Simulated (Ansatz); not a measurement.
Crystal: Be3CdF, the input geometry of an electronic-structure calculation (not necessarily at equilibrium); the starting structure was generated, so it need not be a known form of this composition.

```cif
data_structure
_symmetry_space_group_name_H-M 'P 1'
_symmetry_Int_Tables_number 1
_cell_length_a 3.6774
_cell_length_b 3.6774
_cell_length_c 5.1240
_cell_angle_alpha 90.000
_cell_angle_beta 90.000
_cell_angle_gamma 90.000
_cell_volume 69.29
loop_
_atom_site_label
_atom_site_type_symbol
_atom_site_fract_x
_atom_site_fract_y
_atom_site_fract_z
_atom_site_occupancy
Be1 Be 0.50000 0.50000 0.80830 1
Be2 Be 0.50000 0.50000 0.19170 1
Be3 Be 0.00000 0.00000 0.00000 1
Cd1 Cd 0.00000 0.00000 0.50000 1
F1 F 0.50000 0.50000 0.50000 1
```

Question: What does its first Brillouin zone look like, and which path through it is standard?

Answer: It has a primitive tetragonal lattice (tP; extended symbol tP1). The zone is a parallelepiped in its combinatorial type: 6 faces (6 with 4 edges), 12 edges, 8 vertices. Path: Γ–X–M–Γ–Z–R–A–Z | X–R | M–A.

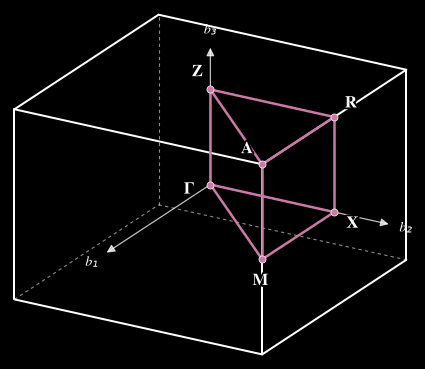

Labels and path follow the convention of Hinuma et al. (2017), as computed by seekpath; the arrows show the directions of the reciprocal primitive vectors b₁, b₂, b₃, in which coordinates are given; lengths include the factor 2π.

```csv
point,k₁,k₂,k₃,length of k (1/Å)
Γ,0,0,0,0.000
Z,0,0,1/2,0.613
M,1/2,1/2,0,1.208
A,1/2,1/2,1/2,1.355
R,0,1/2,1/2,1.052
X,0,1/2,0,0.854
```
